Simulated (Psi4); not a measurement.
# PHF2 (difluorophosphine): CAM-B3LYP/def2-TZVPP

What is the vertical ionisation energy of PHF2 (difluorophosphine) at CAM-B3LYP/def2-TZVPP? 

The results are computed with Psi4 1.11.

2 further runs of the same task are left out: 2 set aside as unsound or not needed.

## (1) The system as given

The species is PHF2 (4 atoms), meant as a singlet with charge 0. As SMILES, `FPF`. The coordinates come from a GFN2-xTB relaxation.

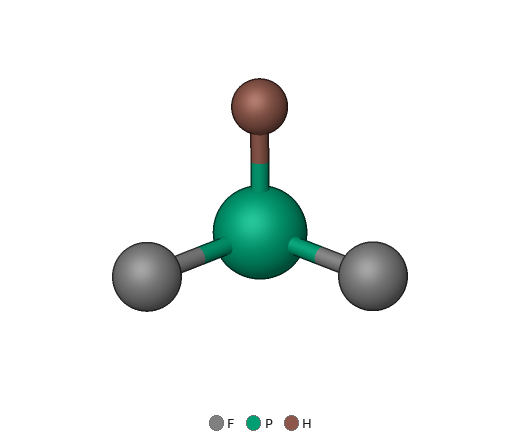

The structure, seen from a chosen angle (fluorine grey, phosphorus teal, hydrogen brown).

## (2) Energy and gradient at CAM-B3LYP/def2-TZVPP

File calc.py:

```python
import psi4

psi4.set_memory('1600 MB')
psi4.set_num_threads(1)
psi4.core.set_output_file('f2hp.out', False)

m = psi4.geometry("""
0 1
F
P 1 1.616743
F 2 1.616712 1 94.74837
H 2 1.418362 3 92.61156 1 92.79116
symmetry c1
no_reorient
no_com
""")

psi4.set_options({
    'reference': 'rks',
    'puream': True,
    'e_convergence': 1e-09,
    'd_convergence': 1e-08,
    'scf_type': 'pk',
    'dft_radial_points': 99,
    'dft_spherical_points': 590,
})

E, wfn = psi4.gradient('cam-b3lyp/def2-TZVPP', return_wfn=True)
psi4.oeprop(wfn, 'MAYER_INDICES', 'QUADRUPOLE', 'MULLIKEN_CHARGES', title='CAM-B3LYP')
print('gradient / Eh bohr^-1')
print(E.np.round(6))
print(f'energy = {wfn.energy():.10f} Eh')
for k, v in sorted(psi4.core.scalar_variables().items()):
    print(f'{k:45s} {v:18.10f}')
```

Launch:

```console
$ python calc.py
```

f2hp.out:

```text
[...]
  Running in c1 symmetry.
[...]
  Nuclear repulsion =  116.320287340237300
[...]
  Multiplicity = 1
[...]
  Nalpha       = 17
  Nbeta        = 17
[...]
    Number of basis functions: 118
[...]
   @RKS iter   1:  -541.68804389693446   -3.82842e-01   4.39754e-03 ADIIS/DIIS
[...]
   @RKS iter  11:  -541.75686631078997   -2.95586e-12   3.00975e-09 DIIS
[...]
    Orbital Energies [Eh]
    ---------------------
    Doubly Occupied:
       1A    -77.249491     2A    -24.771080     3A    -24.771037
       4A     -6.723448     5A     -4.888365     6A     -4.885896
       7A     -4.879133     8A     -1.314202     9A     -1.279548
      10A     -0.740828    11A     -0.598401    12A     -0.589456
      13A     -0.564822    14A     -0.518451    15A     -0.497021
      16A     -0.491707    17A     -0.358299
[...]
  @RKS Final Energy:  -541.75686631078997
   => Energetics <=
    Nuclear Repulsion Energy =            116.3202873402373001
    One-Electron Energy =                -982.7033670283624360
    Two-Electron Energy =                 358.2541401481182106
    DFT Exchange-Correlation Energy =     -33.6279267707830343
    Empirical Dispersion Energy =           0.0000000000000000
    VV10 Nonlocal Energy =                  0.0000000000000000
    Total Energy =                       -541.7568663107899738
[...]
  -Total Gradient:
     Atom            X                  Y                   Z
    ------   -----------------  -----------------  -----------------
       1       -0.004836423425    -0.007615590311    -0.014569810989
       2        0.008051997316     0.028339768060     0.026137657581
       3       -0.004773726417    -0.015173429591    -0.006388475276
       4        0.001579042030    -0.005524732250    -0.005155417146
[...]
 Multipole Moments:
 ------------------------------------------------------------------------------------
     Multipole            Electronic (a.u.)      Nuclear  (a.u.)        Total (a.u.)
 ------------------------------------------------------------------------------------
 L = 1.  Multiply by 2.5417464519 to convert [e a0] to [Debye]
 Dipole X            :          1.1552621           -1.3648141           -0.2095520
 Dipole Y            :         -0.2771150            0.7698549            0.4927399
 Dipole Z            :         -0.2538264            0.7074877            0.4536613
 Magnitude           :                                                    0.7017929
 L = 2.  Multiply by 1.3450342976 to convert [e a0^2] to [Debye ang]
 Quadrupole XX       :        -23.6598282            6.9966049          -16.6632233
 Quadrupole XY       :          1.9571798           -2.5302033           -0.5730234
[...]
  Mulliken Charges: (a.u.)
   Center  Symbol    Alpha    Beta     Spin     Total
       1     F     4.64315  4.64315  0.00000 -0.28631
       2     P     7.22969  7.22969  0.00000  0.54061
       3     F     4.64313  4.64313  0.00000 -0.28626
       4     H     0.48402  0.48402  0.00000  0.03196
   Total alpha = 17.00000, Total beta = 17.00000, Total charge = -0.00000
  Mayer Bond Indices:
[...]
```

On the terminal:

```text
gradient / Eh bohr^-1
[[-0.004836 -0.007616 -0.01457 ]
 [ 0.008052  0.02834   0.026138]
 [-0.004774 -0.015173 -0.006388]
 [ 0.001579 -0.005525 -0.005155]]
energy = -541.7568663108 Eh
CURRENT ENERGY                                   -541.7568663108
CURRENT REFERENCE ENERGY                         -541.7568663108
DD SOLVATION ENERGY                                 0.0000000000
DFT FUNCTIONAL TOTAL ENERGY                      -541.7568663108
DFT TOTAL ENERGY                                 -541.7568663108
DFT VV10 ENERGY                                     0.0000000000
DFT XC ENERGY                                     -33.6279267708
GRID ELECTRONS ALPHA                               16.9999998371
GRID ELECTRONS BETA                                16.9999998371
GRID ELECTRONS TOTAL                               33.9999996742
NUCLEAR REPULSION ENERGY                          116.3202873402
ONE-ELECTRON ENERGY                              -982.7033670284
PCM POLARIZATION ENERGY                             0.0000000000
PE ENERGY                                           0.0000000000
SCF ITERATION ENERGY                             -541.7568663108
SCF ITERATIONS                                     11.0000000000
SCF TOTAL ENERGY                                 -541.7568663108
TWO-ELECTRON ENERGY                               358.2541401481
XC GRID RADIAL POINTS                              99.0000000000
XC GRID SPHERICAL POINTS                          590.0000000000
XC GRID TOTAL POINTS                           225432.0000000000
```

It took 32 s on 1 thread of Intel Xeon Platinum 8375C at 2.90GHz (Ice Lake), shared host; peak memory 0.88 GiB.

## (3) The doublet cation: a single-point energy at UCAM-B3LYP/def2-TZVPP

File job.dat:

```
memory 1600 mb

molecule mol {
  1 2
  F
  P 1 R2
  F 2 R3 1 A3
  H 2 R4 3 A4 1 D4

  R2 = 1.616743
  R3 = 1.616712
  A3 = 94.74837
  R4 = 1.418362
  A4 = 92.61156
  D4 = 92.79116
  symmetry c1
  no_reorient
  no_com
}

set reference uks
set puream true
set e_convergence 1e-09
set d_convergence 1e-08
set scf_type pk
set dft_radial_points 99
set dft_spherical_points 590
set maxiter 200

e_tot = energy("cam-b3lyp/def2-TZVPP")
```

Launch:

```console
$ psi4 -i job.dat -o job.out -n 1
```

job.out:

```text
[...]
  Running in c1 symmetry.
[...]
  Nuclear repulsion =  116.320287340237300
[...]
  Multiplicity = 2
[...]
  Nalpha       = 17
  Nbeta        = 16
[...]
    Number of basis functions: 118
[...]
   @UKS iter   1:  -541.25467642642320    5.05259e-02   4.24177e-03 DIIS/ADIIS
[...]
   @UKS iter  13:  -541.34453696349669   -1.81899e-11   9.14680e-09 DIIS
[...]
   @S^2 Observed:                7.573108881E-01
[...]
    Orbital Energies [Eh]
    ---------------------
    Alpha Occupied:
       1A    -77.617776     2A    -25.075496     3A    -25.075475
       4A     -7.084822     5A     -5.248654     6A     -5.247775
       7A     -5.244959     8A     -1.607335     9A     -1.571167
      10A     -1.055349    11A     -0.891588    12A     -0.886378
      13A     -0.859956    14A     -0.809169    15A     -0.790414
      16A     -0.778496    17A     -0.705919
    Alpha Virtual:
      18A     -0.289081    19A     -0.272052    20A     -0.141931
      21A     -0.012498    22A      0.019008    23A      0.021818
      24A      0.031942    25A      0.039920    26A      0.050967
[...]
  @UKS Final Energy:  -541.34453696349669
   => Energetics <=
    Nuclear Repulsion Energy =            116.3202873402373001
    One-Electron Energy =                -972.0725731042234656
    Two-Electron Energy =                 347.7883957427135329
    DFT Exchange-Correlation Energy =     -33.3806469422240824
    Empirical Dispersion Energy =           0.0000000000000000
    VV10 Nonlocal Energy =                  0.0000000000000000
    Total Energy =                       -541.3445369634966937
[...]
 Multipole Moments:
 ------------------------------------------------------------------------------------
     Multipole            Electronic (a.u.)      Nuclear  (a.u.)        Total (a.u.)
 ------------------------------------------------------------------------------------
 L = 1.  Multiply by 2.5417464519 to convert [e a0] to [Debye]
 Dipole X            :          1.0322029           -1.3648141           -0.3326112
 Dipole Y            :          0.3976092            0.7698549            1.1674641
 Dipole Z            :          0.3668715            0.7074877            1.0743592
 Magnitude           :                                                    1.6210646
[...]
```

It took 30 s on 1 thread of Intel Xeon Platinum 8375C at 2.90GHz (Ice Lake), shared host; peak memory 0.88 GiB.

## (4) Results

Level: CAM-B3LYP/def2-TZVPP.

```
                                          quantity          value
                        singlet PHF2: total energy  -541.75687 Eh
                       singlet PHF2: dipole moment         1.78 D
                         singlet PHF2: HOMO energy       -9.75 eV
                         singlet PHF2: LUMO energy        0.17 eV
                       singlet PHF2: HOMO–LUMO gap        9.92 eV
            singlet PHF2: largest force on an atom     2.025 eV/Å
                      doublet cation: total energy  -541.34454 Eh
doublet cation: HOMO energy (highest over α and β)      -19.21 eV
 doublet cation: LUMO energy (lowest over α and β)      -12.69 eV
                              doublet cation: ⟨S²⟩          0.757
vertical ionisation energy (to the doublet cation)      11.220 eV
```

What this shows: Removing an electron at fixed nuclei costs 11.22 eV (1083 kJ/mol). The largest force (singlet PHF2) is 2.03 eV/Å: the shape isn't a stationary point for this species at this level. −ε(HOMO) before ionisation, 9.75 eV, is 1.47 eV below this ionisation energy. Mulliken charges (singlet PHF2) run from -0.29 on F1 to +0.54 on P2; they depend strongly on the basis.
